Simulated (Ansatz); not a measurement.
# AlNH4F2: molecular dynamics (part 1 of 3)

AlNH4F2, computed with RKS PBE-D4/def2-mTZVP (Ansatz 0.2.0).

It belongs to a series of runs on one base structure; here: dynamics from the highest image of the converged band.

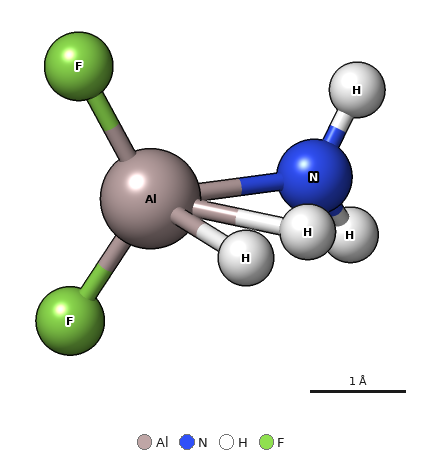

Figure 1. The starting structure (ball-and-stick view, seen at a tilt). Sticks mark near contacts. Bond lengths as drawn: Al–F 1.67 Å, Al–H 1.80 to 1.81 Å, Al–N 1.87 Å and H–N 1.02 Å.

**Summary**

```json
{"quantity": "outcome", "value": "finished"}
{"quantity": "mean temperature over the second half", "value": "877 K"}
{"quantity": "trajectory", "value": "200 steps, 100 fs"}
{"quantity": "ensemble", "value": "nve"}
{"quantity": "temperature in the input", "value": "100.0 K"}
{"quantity": "time step", "value": "0.5 fs"}
{"quantity": "potential energy (last step)", "value": "−13582.5019 eV"}
{"quantity": "mean-field energy (last step)", "value": "−13582.3912 eV"}
{"quantity": "largest force (length of the vector) (last step)", "value": "5.320 eV/Å"}
{"quantity": "hardware", "value": "2 threads of Arm Neoverse V2, 24 GiB of memory available, shared host"}
{"quantity": "wall time", "value": "3.6 min (CPU time 7 min)"}
{"quantity": "peak memory", "value": "0.15 GiB"}
```

So short a trajectory is not equilibrated.

**The input**
```yaml
crystal:
  periodic: [false, false, false]
  atoms:
    - { symbol: Al, position_ang: [-0.028271, 0.265898, 0.159352] }
    - { symbol: "N", position_ang: [-0.026415, 0.034519, 2.018791] }
    - { symbol: H, position_ang: [-0.831066, -0.346998, 2.521483] }
    - { symbol: H, position_ang: [0.828459, -0.161851, 2.544358] }
    - { symbol: F, position_ang: [1.455402, 0.114696, -0.581806] }
    - { symbol: F, position_ang: [-1.447736, -0.166369, -0.597653] }
    - { symbol: H, position_ang: [-0.202612, 1.972453, 0.717946] }
    - { symbol: H, position_ang: [-0.162962, 1.410852, 1.553928] }
basis:
  gaussian: { orbitals: def2-mTZVP }
hamiltonian:
  xc: pbe
  dispersion: d4
md:
  timestep: 0.5
  n_steps: 200
  ensemble: nve
  temperature: 100.0
  initial_velocities: maxwell_boltzmann
  seed: 3803
```

Command:
```bash
ansatz run input.yaml --threads 2 --pin off --max-ram 3072MiB --backend cpu --events-out ev --progress --plain --runs-dir out
```

**Log**
```
Engine: ansatz 0.2.0, aarch64-unknown-linux-gnu
Functional definition: PBE
  parameter kappa = 0.804
  parameter beta = 0.06672455060314922
  exchange = pbe_x(kappa = kappa, mu = beta*pi^2/3)
  correlation = pbe_c(beta = beta)
831 factors; their error is unknown
mean field evaluation 1: about -13568.5300 eV, gradient 8.9e1 eV
mean field evaluation 2: about -13520.0764 eV, gradient 1.7e2 eV
mean field evaluation 4: about -13581.6210 eV, gradient 4.0e0 eV
mean field evaluation 8: about -13581.6545 eV, gradient 1.0e-1 eV
mean field -13581.65454315 eV, -499.1165984848 hartree, gradient 6.1e-5 eV, S^2 0.000000; 0 other end points of the search recorded, 0 dependent functions left out
the calculation of the forces begins
reference -13581.65458638 eV, -499.1166000733 hartree; 21, 21 occupied and 70, 70 virtual orbitals, 831 factors
md step     0: t =     0.00 fs  T =   100.0 K  F+E_penalty+E_count = -13581.76639373 eV  E_kin = 0.077556 eV  conserved = -13581.68883773 eV  (24 SCF iters)
these checks for a lower state are left out or cut short: starts, cluster_reference, orbital_swaps, neighbouring_geometries, increment
831 factors; their error is unknown
mean field evaluation 16: about -13581.6714 eV, gradient 4.6e-1 eV
mean field -13581.65334749 eV, -499.1165545451 hartree, gradient 1.2e-5 eV, S^2 0.000000; 0 other end points of the search recorded, 0 dependent functions left out
the calculation of the forces begins
reference -13581.65339071 eV, -499.1165561334 hartree; 21, 21 occupied and 70, 70 virtual orbitals, 831 factors
md step     1: t =     0.50 fs  T =    98.5 K  F+E_penalty+E_count = -13581.76518880 eV  E_kin = 0.076372 eV  conserved = -13581.68881690 eV  (28 SCF iters)
[... from here on the SCF iterations and repeated set-up lines of each step are left out, up to the last step ...]
md step     2: t =     1.00 fs  T =    94.4 K  F+E_penalty+E_count = -13581.76199553 eV  E_kin = 0.073238 eV  conserved = -13581.68875780 eV  (28 SCF iters)
md step     3: t =     1.50 fs  T =    89.1 K  F+E_penalty+E_count = -13581.75775095 eV  E_kin = 0.069067 eV  conserved = -13581.68868402 eV  (28 SCF iters)
md step     4: t =     2.00 fs  T =    83.8 K  F+E_penalty+E_count = -13581.75362571 eV  E_kin = 0.065004 eV  conserved = -13581.68862136 eV  (28 SCF iters)
md step     5: t =     2.50 fs  T =    80.0 K  F+E_penalty+E_count = -13581.75061561 eV  E_kin = 0.062026 eV  conserved = -13581.68858977 eV  (28 SCF iters)
md step     6: t =     3.00 fs  T =    78.2 K  F+E_penalty+E_count = -13581.74922478 eV  E_kin = 0.060627 eV  conserved = -13581.68859783 eV  (28 SCF iters)
md step     7: t =     3.50 fs  T =    78.2 K  F+E_penalty+E_count = -13581.74932749 eV  E_kin = 0.060686 eV  conserved = -13581.68864113 eV  (28 SCF iters)
md step     8: t =     4.00 fs  T =    79.3 K  F+E_penalty+E_count = -13581.75024035 eV  E_kin = 0.061537 eV  conserved = -13581.68870301 eV  (28 SCF iters)
md step     9: t =     4.50 fs  T =    80.2 K  F+E_penalty+E_count = -13581.75098849 eV  E_kin = 0.062230 eV  conserved = -13581.68875898 eV  (28 SCF iters)
md step    10: t =     5.00 fs  T =    79.8 K  F+E_penalty+E_count = -13581.75069315 eV  E_kin = 0.061909 eV  conserved = -13581.68878442 eV  (28 SCF iters)
md step    11: t =     5.50 fs  T =    77.6 K  F+E_penalty+E_count = -13581.74895588 eV  E_kin = 0.060191 eV  conserved = -13581.68876467 eV  (28 SCF iters)
md step    12: t =     6.00 fs  T =    74.0 K  F+E_penalty+E_count = -13581.74608178 eV  E_kin = 0.057378 eV  conserved = -13581.68870362 eV  (28 SCF iters)
md step    13: t =     6.50 fs  T =    70.1 K  F+E_penalty+E_count = -13581.74301211 eV  E_kin = 0.054387 eV  conserved = -13581.68862549 eV  (28 SCF iters)
md step    14: t =     7.00 fs  T =    67.5 K  F+E_penalty+E_count = -13581.74094693 eV  E_kin = 0.052381 eV  conserved = -13581.68856565 eV  (28 SCF iters)
md step    15: t =     7.50 fs  T =    67.4 K  F+E_penalty+E_count = -13581.74080275 eV  E_kin = 0.052250 eV  conserved = -13581.68855310 eV  (28 SCF iters)
md step    16: t =     8.00 fs  T =    69.9 K  F+E_penalty+E_count = -13581.74277031 eV  E_kin = 0.054176 eV  conserved = -13581.68859473 eV  (28 SCF iters)
md step    17: t =     8.50 fs  T =    74.2 K  F+E_penalty+E_count = -13581.74621079 eV  E_kin = 0.057540 eV  conserved = -13581.68867114 eV  (25 SCF iters)
md step    18: t =     9.00 fs  T =    78.9 K  F+E_penalty+E_count = -13581.74994962 eV  E_kin = 0.061202 eV  conserved = -13581.68874755 eV  (28 SCF iters)
md step    19: t =     9.50 fs  T =    82.5 K  F+E_penalty+E_count = -13581.75280820 eV  E_kin = 0.064017 eV  conserved = -13581.68879149 eV  (28 SCF iters)
md step    20: t =    10.00 fs  T =    84.2 K  F+E_penalty+E_count = -13581.75410591 eV  E_kin = 0.065319 eV  conserved = -13581.68878679 eV  (28 SCF iters)
md step    21: t =    10.50 fs  T =    84.0 K  F+E_penalty+E_count = -13581.75391665 eV  E_kin = 0.065179 eV  conserved = -13581.68873746 eV  (28 SCF iters)
md step    22: t =    11.00 fs  T =    83.0 K  F+E_penalty+E_count = -13581.75301311 eV  E_kin = 0.064350 eV  conserved = -13581.68866269 eV  (28 SCF iters)
md step    23: t =    11.50 fs  T =    82.5 K  F+E_penalty+E_count = -13581.75257176 eV  E_kin = 0.063984 eV  conserved = -13581.68858736 eV  (28 SCF iters)
md step    24: t =    12.00 fs  T =    84.1 K  F+E_penalty+E_count = -13581.75378228 eV  E_kin = 0.065249 eV  conserved = -13581.68853309 eV  (28 SCF iters)
md step    25: t =    12.50 fs  T =    89.0 K  F+E_penalty+E_count = -13581.75750524 eV  E_kin = 0.068993 eV  conserved = -13581.68851179 eV  (28 SCF iters)
md step    26: t =    13.00 fs  T =    97.4 K  F+E_penalty+E_count = -13581.76408213 eV  E_kin = 0.075560 eV  conserved = -13581.68852260 eV  (27 SCF iters)
md step    27: t =    13.50 fs  T =   109.3 K  F+E_penalty+E_count = -13581.77335067 eV  E_kin = 0.084799 eV  conserved = -13581.68855168 eV  (27 SCF iters)
md step    28: t =    14.00 fs  T =   124.2 K  F+E_penalty+E_count = -13581.78486663 eV  E_kin = 0.096291 eV  conserved = -13581.68857565 eV  (27 SCF iters)
md step    29: t =    14.50 fs  T =   141.5 K  F+E_penalty+E_count = -13581.79827788 eV  E_kin = 0.109710 eV  conserved = -13581.68856823 eV  (26 SCF iters)
md step    30: t =    15.00 fs  T =   161.5 K  F+E_penalty+E_count = -13581.81373880 eV  E_kin = 0.125228 eV  conserved = -13581.68851059 eV  (26 SCF iters)
md step    31: t =    15.50 fs  T =   185.4 K  F+E_penalty+E_count = -13581.83220486 eV  E_kin = 0.143802 eV  conserved = -13581.68840240 eV  (26 SCF iters)
md step    32: t =    16.00 fs  T =   215.6 K  F+E_penalty+E_count = -13581.85544050 eV  E_kin = 0.167172 eV  conserved = -13581.68826848 eV  (26 SCF iters)
md step    33: t =    16.50 fs  T =   254.6 K  F+E_penalty+E_count = -13581.88564271 eV  E_kin = 0.197485 eV  conserved = -13581.68815782 eV  (26 SCF iters)
md step    34: t =    17.00 fs  T =   305.0 K  F+E_penalty+E_count = -13581.92471262 eV  E_kin = 0.236580 eV  conserved = -13581.68813247 eV  (26 SCF iters)
md step    35: t =    17.50 fs  T =   367.6 K  F+E_penalty+E_count = -13581.97334604 eV  E_kin = 0.285091 eV  conserved = -13581.68825463 eV  (26 SCF iters)
md step    36: t =    18.00 fs  T =   440.4 K  F+E_penalty+E_count = -13582.03016054 eV  E_kin = 0.341588 eV  conserved = -13581.68857280 eV  (26 SCF iters, 3 dispersion substeps)
md step    37: t =    18.50 fs  T =   518.3 K  F+E_penalty+E_count = -13582.09107092 eV  E_kin = 0.401966 eV  conserved = -13581.68910523 eV  (26 SCF iters, 3 dispersion substeps)
md step    38: t =    19.00 fs  T =   592.3 K  F+E_penalty+E_count = -13582.14919320 eV  E_kin = 0.459398 eV  conserved = -13581.68979475 eV  (27 SCF iters, 3 dispersion substeps)
md step    39: t =    19.50 fs  T =   651.7 K  F+E_penalty+E_count = -13582.19590188 eV  E_kin = 0.505466 eV  conserved = -13581.69043621 eV  (28 SCF iters, 3 dispersion substeps)
md step    40: t =    20.00 fs  T =   687.7 K  F+E_penalty+E_count = -13582.22398767 eV  E_kin = 0.533344 eV  conserved = -13581.69064359 eV  (28 SCF iters, 3 dispersion substeps)
md step    41: t =    20.50 fs  T =   700.2 K  F+E_penalty+E_count = -13582.23309574 eV  E_kin = 0.543058 eV  conserved = -13581.69003754 eV  (28 SCF iters, 3 dispersion substeps)
md step    42: t =    21.00 fs  T =   703.7 K  F+E_penalty+E_count = -13582.23446396 eV  E_kin = 0.545734 eV  conserved = -13581.68872968 eV  (28 SCF iters, 3 dispersion substeps)
md step    43: t =    21.50 fs  T =   722.9 K  F+E_penalty+E_count = -13582.24832536 eV  E_kin = 0.560690 eV  conserved = -13581.68763584 eV  (28 SCF iters, 3 dispersion substeps)
md step    44: t =    22.00 fs  T =   777.2 K  F+E_penalty+E_count = -13582.29056514 eV  E_kin = 0.602745 eV  conserved = -13581.68781986 eV  (28 SCF iters, 3 dispersion substeps)
md step    45: t =    22.50 fs  T =   862.5 K  F+E_penalty+E_count = -13582.35822344 eV  E_kin = 0.668934 eV  conserved = -13581.68928920 eV  (28 SCF iters, 3 dispersion substeps)
md step    46: t =    23.00 fs  T =   952.6 K  F+E_penalty+E_count = -13582.42970180 eV  E_kin = 0.738767 eV  conserved = -13581.69093517 eV  (28 SCF iters, 3 dispersion substeps)
md step    47: t =    23.50 fs  T =  1016.8 K  F+E_penalty+E_count = -13582.48031172 eV  E_kin = 0.788584 eV  conserved = -13581.69172755 eV  (28 SCF iters, 3 dispersion substeps)
md step    48: t =    24.00 fs  T =  1039.0 K  F+E_penalty+E_count = -13582.49730434 eV  E_kin = 0.805824 eV  conserved = -13581.69147988 eV  (28 SCF iters, 3 dispersion substeps)
md step    49: t =    24.50 fs  T =  1022.2 K  F+E_penalty+E_count = -13582.48337508 eV  E_kin = 0.792779 eV  conserved = -13581.69059650 eV  (28 SCF iters, 3 dispersion substeps)
md step    50: t =    25.00 fs  T =   982.2 K  F+E_penalty+E_count = -13582.45130208 eV  E_kin = 0.761748 eV  conserved = -13581.68955452 eV  (28 SCF iters, 3 dispersion substeps)
md step    51: t =    25.50 fs  T =   939.0 K  F+E_penalty+E_count = -13582.41689187 eV  E_kin = 0.728232 eV  conserved = -13581.68865938 eV  (28 SCF iters, 3 dispersion substeps)
md step    52: t =    26.00 fs  T =   910.4 K  F+E_penalty+E_count = -13582.39411332 eV  E_kin = 0.706069 eV  conserved = -13581.68804455 eV  (27 SCF iters, 3 dispersion substeps)
md step    53: t =    26.50 fs  T =   909.0 K  F+E_penalty+E_count = -13582.39275720 eV  E_kin = 0.705012 eV  conserved = -13581.68774526 eV  (28 SCF iters, 3 dispersion substeps)
md step    54: t =    27.00 fs  T =   941.1 K  F+E_penalty+E_count = -13582.41766955 eV  E_kin = 0.729910 eV  conserved = -13581.68775952 eV  (28 SCF iters, 3 dispersion substeps)
md step    55: t =    27.50 fs  T =  1006.5 K  F+E_penalty+E_count = -13582.46866795 eV  E_kin = 0.780586 eV  conserved = -13581.68808171 eV  (27 SCF iters, 3 dispersion substeps)
md step    56: t =    28.00 fs  T =  1098.4 K  F+E_penalty+E_count = -13582.54062489 eV  E_kin = 0.851912 eV  conserved = -13581.68871337 eV  (28 SCF iters, 3 dispersion substeps)
md step    57: t =    28.50 fs  T =  1204.2 K  F+E_penalty+E_count = -13582.62355718 eV  E_kin = 0.933908 eV  conserved = -13581.68964890 eV  (27 SCF iters, 3 dispersion substeps)
md step    58: t =    29.00 fs  T =  1305.1 K  F+E_penalty+E_count = -13582.70297835 eV  E_kin = 1.012161 eV  conserved = -13581.69081748 eV  (28 SCF iters, 3 dispersion substeps)
md step    59: t =    29.50 fs  T =  1378.9 K  F+E_penalty+E_count = -13582.76140915 eV  E_kin = 1.069435 eV  conserved = -13581.69197407 eV  (27 SCF iters, 3 dispersion substeps)
md step    60: t =    30.00 fs  T =  1405.5 K  F+E_penalty+E_count = -13582.78261140 eV  E_kin = 1.090016 eV  conserved = -13581.69259546 eV  (28 SCF iters, 3 dispersion substeps)
md step    61: t =    30.50 fs  T =  1376.7 K  F+E_penalty+E_count = -13582.75972318 eV  E_kin = 1.067725 eV  conserved = -13581.69199840 eV  (28 SCF iters, 3 dispersion substeps)
md step    62: t =    31.00 fs  T =  1308.6 K  F+E_penalty+E_count = -13582.70486293 eV  E_kin = 1.014903 eV  conserved = -13581.68996032 eV  (28 SCF iters, 3 dispersion substeps)
md step    63: t =    31.50 fs  T =  1242.1 K  F+E_penalty+E_count = -13582.65083327 eV  E_kin = 0.963295 eV  conserved = -13581.68753839 eV  (28 SCF iters, 3 dispersion substeps)
md step    64: t =    32.00 fs  T =  1222.0 K  F+E_penalty+E_count = -13582.63438782 eV  E_kin = 0.947706 eV  conserved = -13581.68668159 eV  (27 SCF iters, 3 dispersion substeps)
md step    65: t =    32.50 fs  T =  1263.7 K  F+E_penalty+E_count = -13582.66825465 eV  E_kin = 0.980070 eV  conserved = -13581.68818477 eV  (28 SCF iters, 3 dispersion substeps)
md step    66: t =    33.00 fs  T =  1340.2 K  F+E_penalty+E_count = -13582.73007416 eV  E_kin = 1.039397 eV  conserved = -13581.69067748 eV  (28 SCF iters, 3 dispersion substeps)
md step    67: t =    33.50 fs  T =  1404.5 K  F+E_penalty+E_count = -13582.78157747 eV  E_kin = 1.089285 eV  conserved = -13581.69229270 eV  (28 SCF iters, 3 dispersion substeps)
md step    68: t =    34.00 fs  T =  1422.9 K  F+E_penalty+E_count = -13582.79592576 eV  E_kin = 1.103544 eV  conserved = -13581.69238190 eV  (28 SCF iters, 3 dispersion substeps)
md step    69: t =    34.50 fs  T =  1389.2 K  F+E_penalty+E_count = -13582.76883623 eV  E_kin = 1.077438 eV  conserved = -13581.69139840 eV  (28 SCF iters, 3 dispersion substeps)
md step    70: t =    35.00 fs  T =  1319.3 K  F+E_penalty+E_count = -13582.71321011 eV  E_kin = 1.023166 eV  conserved = -13581.69004381 eV  (27 SCF iters, 3 dispersion substeps)
md step    71: t =    35.50 fs  T =  1237.9 K  F+E_penalty+E_count = -13582.64886063 eV  E_kin = 0.960054 eV  conserved = -13581.68880701 eV  (27 SCF iters, 3 dispersion substeps)
md step    72: t =    36.00 fs  T =  1169.2 K  F+E_penalty+E_count = -13582.59467965 eV  E_kin = 0.906751 eV  conserved = -13581.68792839 eV  (27 SCF iters, 3 dispersion substeps)
md step    73: t =    36.50 fs  T =  1130.7 K  F+E_penalty+E_count = -13582.56443204 eV  E_kin = 0.876938 eV  conserved = -13581.68749447 eV  (28 SCF iters, 3 dispersion substeps)
md step    74: t =    37.00 fs  T =  1131.5 K  F+E_penalty+E_count = -13582.56503324 eV  E_kin = 0.877517 eV  conserved = -13581.68751630 eV  (28 SCF iters, 3 dispersion substeps)
md step    75: t =    37.50 fs  T =  1171.0 K  F+E_penalty+E_count = -13582.59617749 eV  E_kin = 0.908207 eV  conserved = -13581.68797067 eV  (27 SCF iters, 3 dispersion substeps)
md step    76: t =    38.00 fs  T =  1240.2 K  F+E_penalty+E_count = -13582.65066687 eV  E_kin = 0.961849 eV  conserved = -13581.68881787 eV  (28 SCF iters, 3 dispersion substeps)
md step    77: t =    38.50 fs  T =  1321.9 K  F+E_penalty+E_count = -13582.71518350 eV  E_kin = 1.025200 eV  conserved = -13581.68998391 eV  (28 SCF iters, 3 dispersion substeps)
md step    78: t =    39.00 fs  T =  1393.2 K  F+E_penalty+E_count = -13582.77180041 eV  E_kin = 1.080518 eV  conserved = -13581.69128243 eV  (27 SCF iters, 3 dispersion substeps)
md step    79: t =    39.50 fs  T =  1430.0 K  F+E_penalty+E_count = -13582.80137071 eV  E_kin = 1.109079 eV  conserved = -13581.69229152 eV  (27 SCF iters, 3 dispersion substeps)
md step    80: t =    40.00 fs  T =  1415.8 K  F+E_penalty+E_count = -13582.79038492 eV  E_kin = 1.098050 eV  conserved = -13581.69233526 eV  (27 SCF iters, 3 dispersion substeps)
md step    81: t =    40.50 fs  T =  1353.9 K  F+E_penalty+E_count = -13582.74093550 eV  E_kin = 1.050048 eV  conserved = -13581.69088785 eV  (27 SCF iters, 3 dispersion substeps)
md step    82: t =    41.00 fs  T =  1274.9 K  F+E_penalty+E_count = -13582.67723404 eV  E_kin = 0.988784 eV  conserved = -13581.68845012 eV  (27 SCF iters, 3 dispersion substeps)
md step    83: t =    41.50 fs  T =  1224.6 K  F+E_penalty+E_count = -13582.63661173 eV  E_kin = 0.949779 eV  conserved = -13581.68683285 eV  (28 SCF iters, 3 dispersion substeps)
md step    84: t =    42.00 fs  T =  1231.9 K  F+E_penalty+E_count = -13582.64295055 eV  E_kin = 0.955406 eV  conserved = -13581.68754433 eV  (28 SCF iters, 3 dispersion substeps)
md step    85: t =    42.50 fs  T =  1283.9 K  F+E_penalty+E_count = -13582.68565954 eV  E_kin = 0.995738 eV  conserved = -13581.68992160 eV  (28 SCF iters, 3 dispersion substeps)
md step    86: t =    43.00 fs  T =  1337.0 K  F+E_penalty+E_count = -13582.72891515 eV  E_kin = 1.036959 eV  conserved = -13581.69195584 eV  (27 SCF iters, 3 dispersion substeps)
md step    87: t =    43.50 fs  T =  1351.1 K  F+E_penalty+E_count = -13582.74032584 eV  E_kin = 1.047858 eV  conserved = -13581.69246784 eV  (28 SCF iters, 3 dispersion substeps)
md step    88: t =    44.00 fs  T =  1312.2 K  F+E_penalty+E_count = -13582.70933800 eV  E_kin = 1.017681 eV  conserved = -13581.69165741 eV  (28 SCF iters, 3 dispersion substeps)
md step    89: t =    44.50 fs  T =  1232.2 K  F+E_penalty+E_count = -13582.64591075 eV  E_kin = 0.955628 eV  conserved = -13581.69028228 eV  (27 SCF iters, 3 dispersion substeps)
md step    90: t =    45.00 fs  T =  1135.8 K  F+E_penalty+E_count = -13582.56983282 eV  E_kin = 0.880867 eV  conserved = -13581.68896618 eV  (27 SCF iters, 3 dispersion substeps)
md step    91: t =    45.50 fs  T =  1048.3 K  F+E_penalty+E_count = -13582.50103504 eV  E_kin = 0.813008 eV  conserved = -13581.68802742 eV  (27 SCF iters, 3 dispersion substeps)
md step    92: t =    46.00 fs  T =   988.5 K  F+E_penalty+E_count = -13582.45418439 eV  E_kin = 0.766628 eV  conserved = -13581.68755633 eV  (27 SCF iters, 3 dispersion substeps)
md step    93: t =    46.50 fs  T =   966.2 K  F+E_penalty+E_count = -13582.43683186 eV  E_kin = 0.749308 eV  conserved = -13581.68752432 eV  (27 SCF iters, 3 dispersion substeps)
md step    94: t =    47.00 fs  T =   982.1 K  F+E_penalty+E_count = -13582.44957267 eV  E_kin = 0.761706 eV  conserved = -13581.68786647 eV  (27 SCF iters, 3 dispersion substeps)
md step    95: t =    47.50 fs  T =  1029.5 K  F+E_penalty+E_count = -13582.48696116 eV  E_kin = 0.798430 eV  conserved = -13581.68853098 eV  (26 SCF iters, 3 dispersion substeps)
md step    96: t =    48.00 fs  T =  1094.6 K  F+E_penalty+E_count = -13582.53842594 eV  E_kin = 0.848945 eV  conserved = -13581.68948137 eV  (27 SCF iters, 3 dispersion substeps)
md step    97: t =    48.50 fs  T =  1158.6 K  F+E_penalty+E_count = -13582.58915886 eV  E_kin = 0.898526 eV  conserved = -13581.69063240 eV  (27 SCF iters, 3 dispersion substeps)
md step    98: t =    49.00 fs  T =  1199.4 K  F+E_penalty+E_count = -13582.62194041 eV  E_kin = 0.930220 eV  conserved = -13581.69172088 eV  (27 SCF iters, 3 dispersion substeps)
md step    99: t =    49.50 fs  T =  1198.5 K  F+E_penalty+E_count = -13582.62170779 eV  E_kin = 0.929508 eV  conserved = -13581.69220005 eV  (27 SCF iters, 3 dispersion substeps)
md step   100: t =    50.00 fs  T =  1150.9 K  F+E_penalty+E_count = -13582.58399169 eV  E_kin = 0.892581 eV  conserved = -13581.69141082 eV  (27 SCF iters, 3 dispersion substeps)
md step   101: t =    50.50 fs  T =  1076.2 K  F+E_penalty+E_count = -13582.52395899 eV  E_kin = 0.834672 eV  conserved = -13581.68928731 eV  (27 SCF iters, 3 dispersion substeps)
```
